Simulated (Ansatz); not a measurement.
Cu, pressure series

Consider Cu in the fcc (Cu type) structure (space group Fm-3m, No. 225).

```cif
data_Cu
_chemical_formula_sum 'Cu1'
_space_group_name_H-M_alt 'P 1'
_space_group_IT_number 1
_cell_length_a 2.51997
_cell_length_b 2.51997
_cell_length_c 2.51997
_cell_angle_alpha 60.000
_cell_angle_beta 60.000
_cell_angle_gamma 60.000
loop_
_space_group_symop_operation_xyz
  'x, y, z'
loop_
_atom_site_label
_atom_site_type_symbol
_atom_site_fract_x
_atom_site_fract_y
_atom_site_fract_z
_atom_site_occupancy
Cu1 Cu 0.00000 0.00000 0.00000 1
```

Cell and atoms are relaxed at each pressure.

Level of theory: PBEsol (Ansatz, a program for electronic structure; PAW; 420 eV plane waves; no SOC).

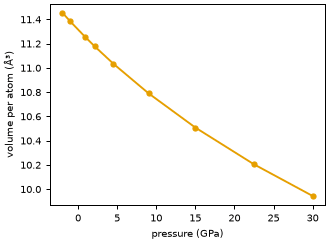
Figure. Volume against pressure

Estimate the zero-pressure bulk modulus from the plot.

About 170 GPa; a third-order Birch–Murnaghan fit to the points gives V₀ = 11.32 Å³/atom, B₀ = 169 GPa and B₀′ = 4.9.

Measured bulk modulus of Cu: 144.3 GPa (static lattice; corrected from measurement; as listed in Daniel Mejia-Rodriguez, S. B. Trickey, Phys. Rev. B (2018)); the computed value is 17 % above it.

Load acts through the strain it causes; cell and atoms are relaxed under it. Whether these cells are dynamically stable was not tested. Competing high-pressure phases were not computed. The final runs are not spin-polarised.
